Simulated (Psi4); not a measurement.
# One shape, several levels: singlet [BH2]+

Aim: a comparison of 6 runs (BHLYP/def2-TZVPPD, M06-2X/def2-TZVPPD, PBE/def2-TZVPPD, PBE0/def2-TZVPPD, CC3/def2-TZVPPD, CCSD/def2-TZVPPD) of singlet [BH2]+. 

Program for the calculation: Psi4 1.11.

1 further run of the same task is left out (set aside as unsound or not needed).

### 1 The molecule

The species is [BH2]+ (3 atoms), meant as a singlet with charge +1. As SMILES of the parent species, `[BH2]`. Geometry: relaxed at PBE0-D4/def2-TZVP. That shape belongs to the parent species and isn't relaxed for this state.

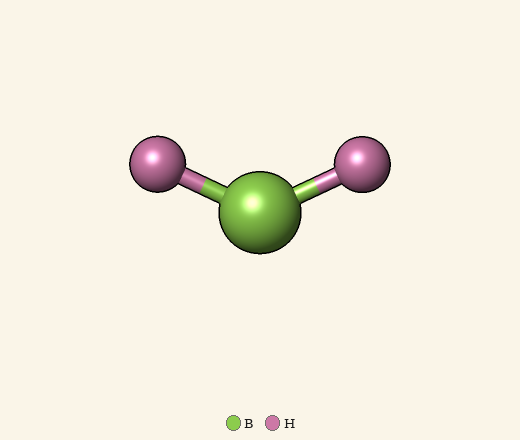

The structure, seen from a chosen angle (boron green, hydrogen pink).

### 2 A single-point energy at BHLYP/def2-TZVPPD (run 1)

Input file job.dat:

```
memory 2200 mb

molecule {
  1 1
  B      0.265070    -0.167660     0.129730
  H      0.292070     1.014920     0.270850
  H     -0.557150    -0.847260    -0.400590
  symmetry c1
  no_reorient
  no_com
}

set basis def2-TZVPPD
set puream true
set e_convergence 1e-09
set d_convergence 1e-08
set scf_type pk
set dft_radial_points 99
set dft_spherical_points 590

energy("bhhlyp")
```

On the command line:

```console
psi4 job.dat job.out -n 1
```

job.out:

```text
[...]
  Running in c1 symmetry.
[...]
  Nuclear repulsion =    4.687773207578664
[...]
  Multiplicity = 1
[...]
  Nalpha       = 3
  Nbeta        = 3
[...]
    Number of basis functions: 71
[...]
   @RKS iter   1:   -25.57680312110245   -2.12577e-01   1.88403e-03 DIIS/ADIIS
[...]
   @RKS iter   7:   -25.59448670320883   -1.51950e-11   9.73418e-09 DIIS
[...]
    Orbital Energies [Eh]
    ---------------------
    Doubly Occupied:
       1A     -7.554456     2A     -0.908967     3A     -0.778141
    Virtual:
       4A     -0.396317     5A     -0.351745     6A     -0.146778
       7A     -0.104100     8A     -0.094917     9A     -0.082914
      10A     -0.061529    11A     -0.056293    12A     -0.043796
      13A     -0.043504    14A     -0.039869    15A      0.017809
      16A      0.049591    17A      0.069928    18A      0.108281
      19A      0.116201    20A      0.125772    21A      0.128199
      22A      0.177851    23A      0.197537    24A      0.276306
      25A      0.299588    26A      0.302230    27A      0.333577
[...]
  @RKS Final Energy:   -25.59448670320883
   => Energetics <=
    Nuclear Repulsion Energy =              4.6877732075786636
    One-Electron Energy =                 -40.4303257559468250
    Two-Electron Energy =                  12.4403257542217922
    DFT Exchange-Correlation Energy =      -2.2922599090624618
    Empirical Dispersion Energy =           0.0000000000000000
    VV10 Nonlocal Energy =                  0.0000000000000000
    Total Energy =                        -25.5944867032088297
[...]
 Multipole Moments:
 ------------------------------------------------------------------------------------
     Multipole            Electronic (a.u.)      Nuclear  (a.u.)        Total (a.u.)
 ------------------------------------------------------------------------------------
 L = 1.  Multiply by 2.5417464519 to convert [e a0] to [Debye]
 Dipole X            :         -1.4306013            2.0036199            0.5730186
 Dipole Y            :          0.9048849           -1.2673259           -0.3624410
 Dipole Z            :         -0.7001518            0.9805978            0.2804460
 Magnitude           :                                                    0.7337328
[...]
```

Wall time 9.6 s (1 thread of Intel Xeon at 2.50GHz (Skylake/Cascade Lake), shared host); peak memory 0.61 GiB.

### 3 A single-point energy at M06-2X/def2-TZVPPD (run 2)

Input file job.in:

```
memory 2200 MB

molecule {
  1 1
  B
  H 1 r2
  H 1 r3 2 a3

  r2 = 1.191276
  r3 = 1.191277
  a3 = 129.39731
  units angstrom
  symmetry c1
  no_reorient
  no_com
}

set reference rks
set puream true
set e_convergence 1e-09
set d_convergence 1e-08
set scf_type pk
set dft_radial_points 99
set dft_spherical_points 590

result, w = energy("m06-2x/def2-TZVPPD", return_wfn=True)
oeprop(w, "DIPOLE", "MAYER_INDICES", "LOWDIN_CHARGES")
```

On the command line:

```console
psi4 -i job.in -o job.out -n 1
```

job.out:

```text
[...]
  Running in c1 symmetry.
[...]
  Nuclear repulsion =    4.687774114659945
[...]
  Multiplicity = 1
[...]
  Nalpha       = 3
  Nbeta        = 3
[...]
    Number of basis functions: 71
[...]
   @RKS iter   1:   -25.57158638567525   -1.89114e-01   2.21484e-03 ADIIS/DIIS
[...]
   @RKS iter   8:   -25.59154652832914   -1.35358e-12   3.03449e-09 DIIS
[...]
    Orbital Energies [Eh]
    ---------------------
    Doubly Occupied:
       1A     -7.513358     2A     -0.906671     3A     -0.775305
    Virtual:
       4A     -0.395143     5A     -0.347174     6A     -0.155145
       7A     -0.107437     8A     -0.103365     9A     -0.088208
      10A     -0.079103    11A     -0.066594    12A     -0.061454
      13A     -0.060194    14A     -0.058194    15A      0.010043
      16A      0.042086    17A      0.065161    18A      0.094216
      19A      0.109378    20A      0.111371    21A      0.116967
      22A      0.171226    23A      0.187181    24A      0.268053
      25A      0.285426    26A      0.285961    27A      0.320444
[...]
  @RKS Final Energy:   -25.59154652832914
   => Energetics <=
    Nuclear Repulsion Energy =              4.6877741146599448
    One-Electron Energy =                 -40.4419465076299502
    Two-Electron Energy =                  12.2805458589478569
    DFT Exchange-Correlation Energy =      -2.1179199943069946
    Empirical Dispersion Energy =           0.0000000000000000
    VV10 Nonlocal Energy =                  0.0000000000000000
    Total Energy =                        -25.5915465283291432
[...]
 Multipole Moments:
 ------------------------------------------------------------------------------------
     Multipole            Electronic (a.u.)      Nuclear  (a.u.)        Total (a.u.)
 ------------------------------------------------------------------------------------
 L = 1.  Multiply by 2.5417464519 to convert [e a0] to [Debye]
 Dipole X            :          0.9947920           -0.7973874            0.1974046
 Dipole Y            :          0.4702639           -0.3769453            0.0933186
 Dipole Z            :          0.0000000            0.0000000            0.0000000
 Magnitude           :                                                    0.2183505
[...]
```

Wall time 19 s (1 thread of Intel Xeon at 2.50GHz (Skylake/Cascade Lake), shared host); peak memory 1.1 GiB.

Runs 3 to 5 aren't shown in full; the table further down has their settings and results.

### 4 The energy at CCSD/def2-TZVPPD (run 6)

Input file bh2.json:

```json
{
 "schema_name": "qcschema_input",
 "schema_version": 1,
 "molecule": {
  "schema_name": "qcschema_molecule",
  "schema_version": 2,
  "symbols": ["B", "H", "H"],
  "geometry": [0.5009097, -0.31683148, 0.24515417, 0.55193231, 1.91792084, 0.51183232, -1.05286091, -1.60108936, -0.75700539],
  "molecular_charge": 1,
  "molecular_multiplicity": 1,
  "fix_symmetry": "c1",
  "fix_com": true,
  "fix_orientation": true
 },
 "driver": "energy",
 "model": {
  "method": "ccsd",
  "basis": "def2-TZVPPD"
 },
 "keywords": {
  "puream": true,
  "e_convergence": 1e-09,
  "d_convergence": 1e-08,
  "scf_type": "pk",
  "num_frozen_docc": 1
 }
}
```

On the command line:

```console
psi4 --qcschema bh2.json -n 1 --memory 2200MB
```

stdout:

```text
[...]
  Running in c1 symmetry.
[...]
  Nuclear repulsion =    4.687773208716163
[...]
  Multiplicity = 1
[...]
  Nalpha       = 3
  Nbeta        = 3
[...]
    Number of basis functions: 71
[...]
   @RHF iter   1:   -25.40216765977911   -3.50848e-01   2.81120e-03 DIIS/ADIIS
[...]
   @RHF iter   8:   -25.44466774936701   -5.75540e-12   2.01926e-09 DIIS
[...]
    Orbital Energies [Eh]
    ---------------------
    Doubly Occupied:
       1A     -8.066251     2A     -1.005979     3A     -0.862251
    Virtual:
       4A     -0.286541     5A     -0.241920     6A     -0.110094
       7A     -0.047395     8A     -0.042034     9A     -0.029238
      10A     -0.015474    11A     -0.013342    12A     -0.007949
      13A     -0.006425    14A      0.015661    15A      0.056449
      16A      0.103807    17A      0.129857    18A      0.158983
      19A      0.168818    20A      0.176783    21A      0.184231
      22A      0.243337    23A      0.267365    24A      0.355446
      25A      0.378020    26A      0.386617    27A      0.421372
[...]
  @RHF Final Energy:   -25.44466774936701
   => Energetics <=
    Nuclear Repulsion Energy =              4.6877732087161625
    One-Electron Energy =                 -40.3959210647460907
    Two-Electron Energy =                  10.2634801066629109
    Total Energy =                        -25.4446677493670137
[...]
 Multipole Moments:
 ------------------------------------------------------------------------------------
     Multipole            Electronic (a.u.)      Nuclear  (a.u.)        Total (a.u.)
 ------------------------------------------------------------------------------------
 L = 1.  Multiply by 2.5417464519 to convert [e a0] to [Debye]
 Dipole X            :         -1.4091055            2.0036199            0.5945144
 Dipole Y            :          0.8912888           -1.2673259           -0.3760372
 Dipole Z            :         -0.6896312            0.9805978            0.2909666
 Magnitude           :                                                    0.7612574
[...]
      * MP2 total energy                      =  -25.514986482217353
[...]
      * CCSD total energy                     =  -25.532650201329854
[...]
```

The result, in JSON:

```text
{
 "driver": "energy",
 "model": {
  "method": "ccsd",
  "basis": "def2-TZVPPD"
 },
 "success": true,
 "return_result": -25.532650201329854,
 "properties": {
  "calcinfo_nbasis": 71,
  "calcinfo_nmo": 71,
  "calcinfo_nalpha": 3,
  "calcinfo_nbeta": 3,
  "calcinfo_natom": 3,
  "nuclear_repulsion_energy": 4.6877732087161625,
  "return_energy": -25.532650201329854,
  "scf_one_electron_energy": -40.39592106474609,
  "scf_two_electron_energy": 10.26348010666291,
  "scf_dipole_moment": [0.5945144186546623, -0.37603716922703545, 0.29096656218303973],
  "scf_total_energy": -25.444667749367014,
  "scf_iterations": 8,
  "mp2_same_spin_correlation_energy": -0.003423745247895099,
  "mp2_opposite_spin_correlation_energy": -0.06689498760252585,
  "mp2_singles_energy": -1.759542100685045e-26,
  "mp2_doubles_energy": -0.07031873285042095,
  "mp2_correlation_energy": -0.07031873285042095,
  "mp2_total_energy": -25.514986482217353,
  "ccsd_same_spin_correlation_energy": -0.003793805926025323,
  "ccsd_opposite_spin_correlation_energy": -0.08418864603689791,
  "ccsd_singles_energy": 0.0,
  "ccsd_doubles_energy": -0.08798245196292323,
  "ccsd_correlation_energy": -0.0879824519629241,
  "ccsd_total_energy": -25.532650201329854,
  "ccsd_iterations": 14
 }
}
```

Run time: 52 s. Hardware: 1 thread of Intel Xeon at 2.50GHz (Skylake/Cascade Lake), shared host; peak memory 0.52 GiB.

### 5 All runs side by side

| run | level | task | frozen core orbitals | energy (Eh) | HOMO energy (eV) | LUMO energy (eV) | HOMO–LUMO gap (eV) | wall time |
| --- | --- | --- | --- | --- | --- | --- | --- | --- |
| 1 | BHLYP/def2-TZVPPD | energy | 0 | -25.594487 | -21.17 | -10.78 | 10.39 | 9.6 s |
| 2 | M06-2X/def2-TZVPPD | energy | 0 | -25.591547 | -21.10 | -10.75 | 10.34 | 19 s |
| 3 | PBE/def2-TZVPPD | energy | 0 | -25.544309 | -18.17 | -13.23 | 4.93 | 11 s |
| 4 | PBE0/def2-TZVPPD | gradient | 0 | -25.556232 | -19.67 | -11.96 | 7.72 | 14 s |
| 5 | CC3/def2-TZVPPD | energy | 1 | -25.533693 | -23.46 | -7.80 | 15.67 | 51 s |
| 6 | CCSD/def2-TZVPPD | energy | 1 | -25.532650 | -23.46 | -7.80 | 15.67 | 52 s |

### 6 What came out

```
                                         quantity         value
                              run 6: total energy  -25.53265 Eh
       run 6: HOMO energy (Hartree–Fock orbitals)     -23.46 eV
       run 6: LUMO energy (Hartree–Fock orbitals)      -7.80 eV
     run 6: HOMO–LUMO gap (Hartree–Fock orbitals)      15.67 eV
run 6: correlation energy (1 core orbital frozen)     -88.0 mEh
                             run 6: T1 diagnostic         0.008
```

**Reading.** Over runs 1, 2, 3, 4 the HOMO–LUMO gap runs from 4.93 eV (PBE/def2-TZVPPD) to 10.39 eV (BHLYP/def2-TZVPPD). Totals of different functionals can't be ranked against each other. All runs together took 2.6 min, the longest 52 s.
